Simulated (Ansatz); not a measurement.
**H$_{8}$HfN$_{3}$P···H$_{2}$O: density, localisation and related maps**

Input

```
crystal:
  periodic: [false, false, false]
  atoms:
    - { symbol: Hf, position_ang: [0.0, 0.0, 0.0] }
    - { symbol: O, position_ang: [0.0, 0.0, 2.42] }
    - { symbol: H, position_ang: [-0.9095, -0.2814, 2.7571] }
    - { symbol: "N", position_ang: [2.084, 0.0, -0.7359] }
    - { symbol: H, position_ang: [2.5823, -0.918, -0.9166] }
    - { symbol: H, position_ang: [2.5853, 0.918, -0.9082] }
    - { symbol: "N", position_ang: [-1.0409, 1.8034, -0.7359] }
    - { symbol: H, position_ang: [-2.061, 1.7482, -1.0186] }
    - { symbol: H, position_ang: [-0.5204, 2.7241, -0.8065] }
    - { symbol: "N", position_ang: [-1.0409, -1.8034, -0.7359] }
    - { symbol: H, position_ang: [-1.5759, -2.4197, -0.0595] }
    - { symbol: H, position_ang: [-1.0055, -2.0526, -1.7656] }
    - { symbol: P, position_ang: [1.0679, -2.5055, 0.905] }
    - { symbol: H, position_ang: [0.1754, -3.5541, 0.5582] }
    - { symbol: H, position_ang: [2.3273, -2.7339, 0.2899] }
    - { symbol: H, position_ang: [0.5382, -1.2626, 2.1706] }
basis:
  gaussian: { orbitals: def2-SVP }
hamiltonian:
  xc: pbe
relax:
  f_tol: 0.15
  max_steps: 25
  restrain:
    - { distance: [0, 12], at: 2.57, k: 30.0 }
    - { distance: [15, 1], at: 1.01, k: 30.0 }
    - { distance: [0, 1], at: 3.27, k: 30.0 }
    - { distance: [15, 12], at: 2.62, k: 30.0 }
output:
  orbitals: {}
```

Launched as:

```sh
ansatz run input.yaml --threads 4 --pin off --max-ram 5120MiB --backend cpu --events-out ev --progress --plain --runs-dir out
```

The fields are those of the run's last geometry, not of the input's.

Core potentials replace the inner electrons of Hf; not at a stationary point (largest force 0.7 eV/Å).

All numbers below come from RKS PBE/def2-SVP (Ansatz).

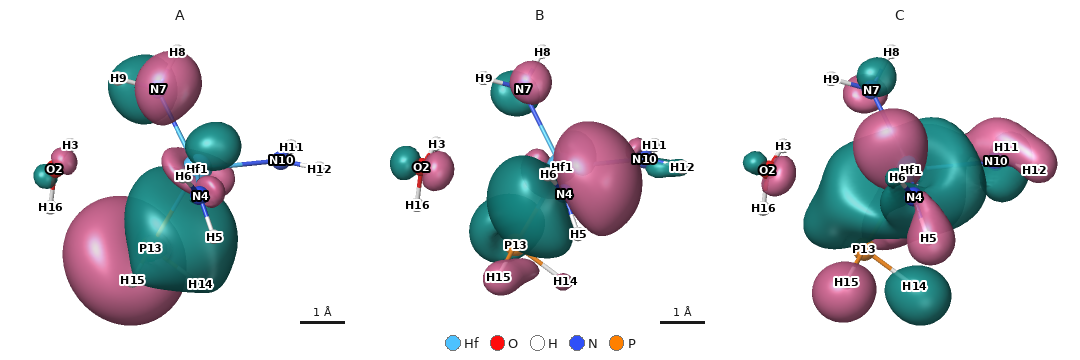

Figure 1. Three frontier orbitals at ±0.08 Å⁻³ᐟ² (teal and pink are the two phases), in no order.

Question: Which picture is the HOMO−1, the HOMO and the LUMO?

Answer: B is the HOMO−1 (−5.80 eV). Its weight (Hirshfeld) is mainly on N4 (about 65 %) and Hf1 (about 15 %). A is the HOMO (−4.96 eV). It lies mainly on P13 (about 65 %), Hf1 (about 15 %) and N7 (about 10 %). C is the LUMO (−1.03 eV). It lies mainly on Hf1 (about 55 %), P13 (about 15 %) and N10 (about 5 %).

Question: What is the HOMO–LUMO gap?

Answer: 3.93 eV between the orbital energies.

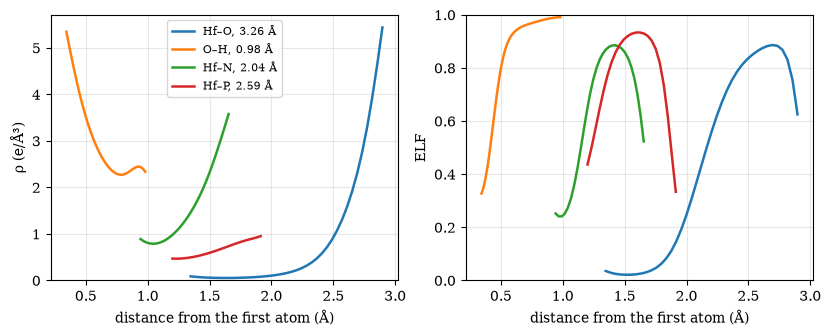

Figure 2. Electron density and electron localisation function along straight lines between neighbouring atoms. The curves leave out the atomic cores.

Question: What can be read from the curves?

Answer: Hf1···O2 (3.26 Å): the density falls to about 0.05 e/Å³ on the way; the ELF dips to about 0 between them.
O–H (0.98 Å): the density is about 3.6 e/Å³ at the midpoint; the ELF climbs to about 1 towards the hydrogen, as it does in any bond to H; a covalent bond by its length.
Hf–N (2.04 Å): ρ at the midpoint is about 0.8 e/Å³; the ELF peaks at about 0.90 in the valence shell of N, 0.6 Å from its nucleus, and is about 0.25 at the midpoint.
Hf–P (2.59 Å): ρ at the midpoint is about 0.48 e/Å³; the ELF peaks at about 0.95 in the valence shell of P, 1.0 Å from its nucleus, and is about 0.65 at the midpoint.

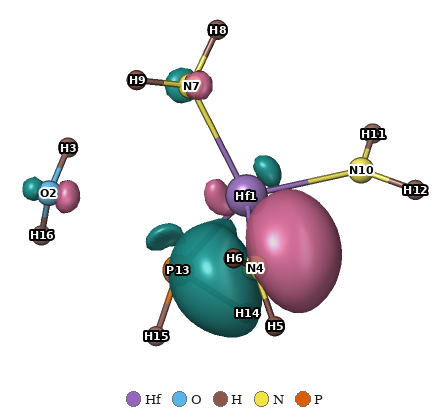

Figure 3. The HOMO−1 at ±0.15 Å⁻³ᐟ² (teal and pink are the two phases), seen at a tilt.

Question: Where does this orbital lie, and at what energy?

Answer: By Hirshfeld shares it lies mainly on N4 (about 65 %) and Hf1 (about 15 %). Its energy is −5.80 eV.
